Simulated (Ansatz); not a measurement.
Cell of tetragonal ZrO2 (1 1 0) on alpha cristobalite (0 0 1) (film strained to the substrate, started from cuts of the bulks; slabs Si8O16 and Zr10O16, which can lie off the formulas; started ferromagnetic, the moments vanishing), with its geometry taken from a PBE run:

```yaml
crystal:
  lattice:
    - [5.08306, -0.00003, -0.00151]
    - [0.00002, 5.08293, -0.03478]
    - [-0.00616, 1.92816, 26.70768]
  atoms:
    - { symbol: Si, position: [0.21255, 0.19712, 0.17631] }
    - { symbol: Si, position: [0.66074, 0.84047, 0.04369], spin: 0.5 }
    - { symbol: Si, position: [0.70512, 0.33031, 0.11041] }
    - { symbol: Si, position: [0.27517, 0.67399, 0.24421] }
    - { symbol: O, position: [0.29721, 0.39177, 0.21930] }
    - { symbol: O, position: [0.42676, 0.20851, 0.13108] }
    - { symbol: O, position: [0.67898, 0.64802, 0.09741] }
    - { symbol: O, position: [0.92718, 0.27969, 0.15330] }
    - { symbol: O, position: [0.92596, 0.71332, 0.01363], spin: 0.5 }
    - { symbol: O, position: [0.19211, 0.89820, 0.20119] }
    - { symbol: O, position: [0.55946, 0.74503, 0.26739] }
    - { symbol: O, position: [0.77709, 0.16004, 0.06004] }
    - { symbol: Si, position: [0.20675, 0.06615, 0.44605] }
    - { symbol: Si, position: [0.77541, 0.72213, 0.31218] }
    - { symbol: Si, position: [0.71376, 0.19907, 0.38009] }
    - { symbol: Si, position: [0.16267, 0.55608, 0.51277], spin: 0.5 }
    - { symbol: O, position: [0.27900, 0.23655, 0.49640] }
    - { symbol: O, position: [0.42882, 0.11629, 0.40320] }
    - { symbol: O, position: [0.69273, 0.49797, 0.35523] }
    - { symbol: O, position: [0.92851, 0.18793, 0.42528] }
    - { symbol: O, position: [0.05952, 0.65095, 0.28901] }
    - { symbol: O, position: [0.18051, 0.74849, 0.45907] }
    - { symbol: O, position: [0.42812, 0.68300, 0.54284], spin: 0.5 }
    - { symbol: O, position: [0.79771, 0.00438, 0.33708] }
    - { symbol: Zr, position: [0.24853, 0.02406, 0.57940], spin: 0.5 }
    - { symbol: Zr, position: [0.76347, 0.53030, 0.58424], spin: 0.5 }
    - { symbol: Zr, position: [0.76574, 0.98198, 0.68036] }
    - { symbol: Zr, position: [0.26392, 0.48426, 0.67757] }
    - { symbol: O, position: [0.99318, 0.25865, 0.63908] }
    - { symbol: O, position: [0.01761, 0.76300, 0.62065] }
    - { symbol: O, position: [0.48378, 0.26408, 0.61623] }
    - { symbol: O, position: [0.51785, 0.75210, 0.64136] }
    - { symbol: Zr, position: [0.26565, 0.94980, 0.77838] }
    - { symbol: Zr, position: [0.76561, 0.45136, 0.77786] }
    - { symbol: O, position: [0.51221, 0.22352, 0.71690] }
    - { symbol: O, position: [0.51558, 0.71587, 0.73967] }
    - { symbol: O, position: [0.01270, 0.21024, 0.73945] }
    - { symbol: O, position: [0.01429, 0.71775, 0.71806] }
    - { symbol: Zr, position: [0.76360, 0.91740, 0.87905] }
    - { symbol: Zr, position: [0.26646, 0.42054, 0.87558] }
    - { symbol: O, position: [0.01090, 0.17724, 0.83959] }
    - { symbol: O, position: [0.01713, 0.68431, 0.81646] }
    - { symbol: O, position: [0.51129, 0.19240, 0.81686] }
    - { symbol: O, position: [0.51531, 0.68446, 0.83807] }
    - { symbol: Zr, position: [0.26092, 0.86741, 0.97215], spin: 0.5 }
    - { symbol: Zr, position: [0.74420, 0.37318, 0.97712], spin: 0.5 }
    - { symbol: O, position: [0.48919, 0.14005, 0.91721] }
    - { symbol: O, position: [0.51509, 0.63528, 0.93562] }
    - { symbol: O, position: [0.97908, 0.13287, 0.94063] }
    - { symbol: O, position: [0.01614, 0.64681, 0.91476] }
```

All values below come from PBE (plane waves to 420 eV, PAW; Ansatz, a program for electronic structure). Scalar-relativistic, without spin–orbit coupling. Its k-point mesh 5×5×1, Fermi–Dirac width 0.05 eV.

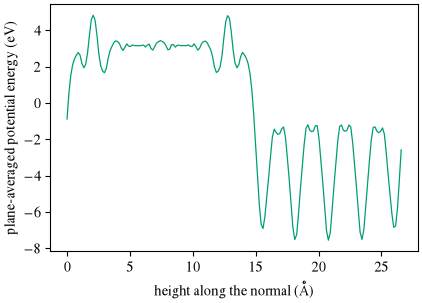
*Smooth (PAW) electrostatic potential energy of an electron, averaged over planes, about its mean*

The curve spans 12.4 eV over the stretch drawn.
